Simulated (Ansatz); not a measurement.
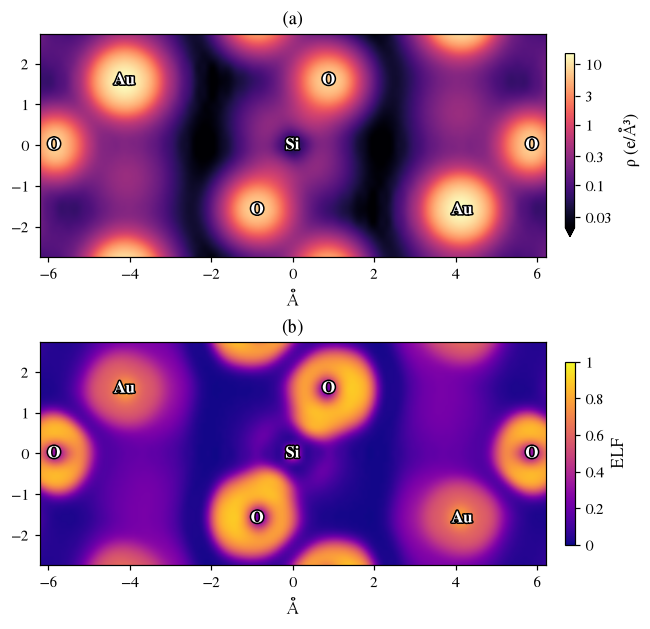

SiAu2O3. (a) valence electron density; (b) electron localisation function on the (110) plane of the conventional cell.

Space group P-3m1; a structure from a database of computed crystals, not necessarily the ambient phase; started from the CaSm2S3-164 prototype, which need not be the ambient phase.

These are results of DFT, r2SCAN+rVV10, plane waves, PAW (Ansatz 0.2.0), not measurements.

Core electrons are frozen (PAW), and the valence fields are smoothed inside the atomic spheres.

Input file:

```
crystal:
  lattice:
    - [2.7582034768, 0.0, 0.0]
    - [-1.3791017384, 2.3886742797, 0.0]
    - [0.0, 0.0, 11.7310590844]
  atoms:
    - { symbol: Si, position: [0.0, 0.0, 0.0] }
    - { symbol: Au, position: [0.3333333333, 0.6666666667, 0.6467405482] }
    - { symbol: Au, position: [0.6666666667, 0.3333333333, 0.3532594518] }
    - { symbol: O, position: [0.3333333333, 0.6666666667, 0.0748337997] }
    - { symbol: O, position: [0.6666666667, 0.3333333333, 0.9251662003] }
    - { symbol: O, position: [0.0, 0.0, 0.5] }
kpoints:
  mp_grid: { grid: [12, 12, 4] }
  band_path:
    path:
      - [0.0, 0.0, 0.0]
      - [0.5, 0.0, 0.0]
      - [0.3333333333, 0.3333333333, 0.0]
      - [0.0, 0.0, 0.5]
      - [0.5, 0.0, 0.5]
      - [0.3333333333, 0.3333333333, 0.5]
    npoints: 1
hamiltonian:
  xc: r2scan
  dispersion: rvv10
scf:
  occupations: { method: fermi_dirac, width: 0.03 }
  n_extra_bands: 5
output:
  forces: true
  stress: true
  eigenvalues: true
  write_density: true
  write_potential: true
  elf: true
  volumetric_format: npy
```

Launched as:

```sh
ansatz run input.yaml --threads 2 --pin off --max-ram 2211MiB --backend cpu --events-out ev --progress --plain --runs-dir out
```

Below, planes, directions and counts refer to the conventional cell (a = 2.76 Å, b = 2.76 Å, c = 11.73 Å, α = 90.00°, β = 90.00°, γ = 120.00°).

> Read the bonding off the picture.

The section cuts through Si, Au and O sites. Si–O (1.82 Å): the density is about 0.88 e/Å³ at the midpoint; the ELF peaks at about 0.85 between the atoms. Au–O (2.35 Å): the density is about 0.45 e/Å³ at the midpoint; the ELF is about 0.15 at the midpoint; no localised pair shows between them. Between the atoms the lowest density in this plane is 0.02 e/Å³. The ELF also peaks beside O, away from the bonds: lone-pair regions. The features right at Au lie inside the PAW spheres, where the map follows smoothed inner orbitals and isn't to be read closely.
